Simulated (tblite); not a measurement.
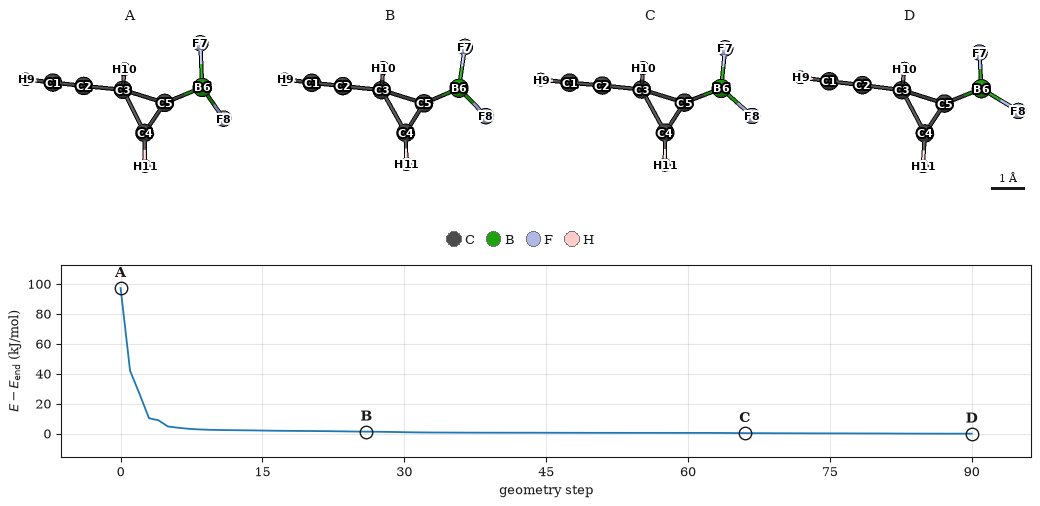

Frames of a relaxation of C$_{5}$H$_{3}$BF$_{2}$, marked on the history of the run. Style: ball-and-stick. Shown from a free direction.

The calculation used GFN2-xTB geometry optimisation, gas phase (tblite). 

Q: What happens along the run?

A: After 90 geometry steps the energy has fallen by 97.3 kJ/mol. The largest move after the best rigid fit is that of F8, 0.84 Å. By element the largest moves are F 0.84 Å, H 0.32 Å, C 0.19 Å, B 0.12 Å. Near-neighbour distances that change, for instance: B6–F8 1.467 → 1.321 Å, B6–F7 1.462 → 1.318 Å, C2–C3 1.487 → 1.431 Å, C3–C5 1.486 → 1.529 Å. Among the angles between lasting bonds that change: C3–C4–H11 148.9° → 144.4°, C5–B6–F7 119.0° → 123.3°, C2–C3–H10 118.0° → 114.0°. Cost: 0.72 s on 1 thread of Arm Neoverse N1 (shared host). From step 0 to 26: F atoms move most (0.21 Å), energy −95.9 kJ/mol. From step 26 to 66: F8 moves most (0.29 Å), energy −0.99 kJ/mol. From step 66 to 90: F8 moves most (0.37 Å), energy −0.35 kJ/mol.
